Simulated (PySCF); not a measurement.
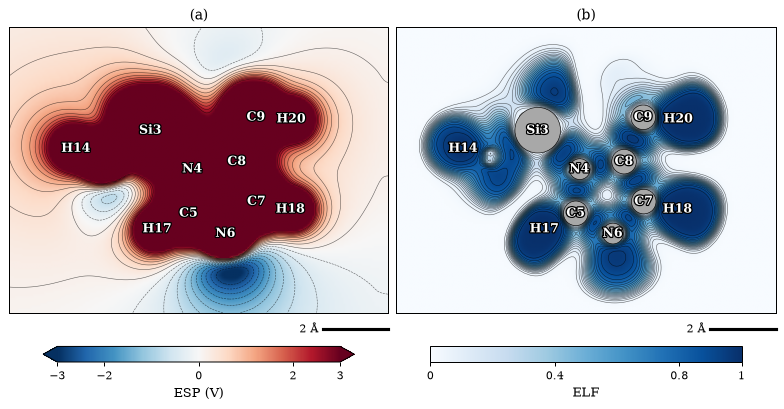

*C$_{5}$H$_{10}$FN$_{3}$Si (SMILES CN[SiH2]n1cncc1CF). (a) molecular electrostatic potential; (b) ELF on the plane of atoms N4, C8 and C7. Grey discs cover the atomic cores in the ELF map.*

Geometry: GFN2-xTB.

Level of theory: PBE0/pcSseg-1, SCF density, gas phase, non-relativistic in PySCF 2.14.0.

```xyz
20

C     2.8282    0.7105    0.0846
N     2.2044   -0.5116    0.5480
Si    0.7471   -1.1645   -0.0754
N    -0.4718    0.0521    0.2964
C    -0.4011    1.0357    1.2342
N    -1.4983    1.7211    1.3460
C    -2.3635    1.1643    0.4547
C    -1.7522    0.1350   -0.2026
C    -2.2670   -0.7693   -1.2584
F    -2.1110   -2.0964   -0.9011
H     2.0570    1.4125   -0.2241
H     3.4968    0.5378   -0.7650
H     3.4059    1.1624    0.8934
H     2.8917   -1.1697    0.8802
H     0.4822   -2.3765    0.6844
H     0.6855   -1.3271   -1.5326
H     0.4838    1.2036    1.8120
H    -3.3593    1.5429    0.3386
H    -1.7263   -0.6488   -2.2052
H    -3.3374   -0.6032   -1.4109
```

Question: Interpret the plot.

Answer: Atoms in the plane: Si, N, C and H. C–N (1.30 Å): the ELF peaks at about 0.90 between the atoms, as expected for a covalent bond. C–C (1.37 Å): the ELF peaks at about 0.95 between the atoms: localised, covalent bonding. C–N (1.36 Å): the ELF peaks at about 0.90 between the atoms: localised, covalent bonding. The ELF also peaks beside N6 and N2, away from the bonds: lone-pair regions. Outside the dense part of the molecule the potential is most negative (−3.1 V) near N6.
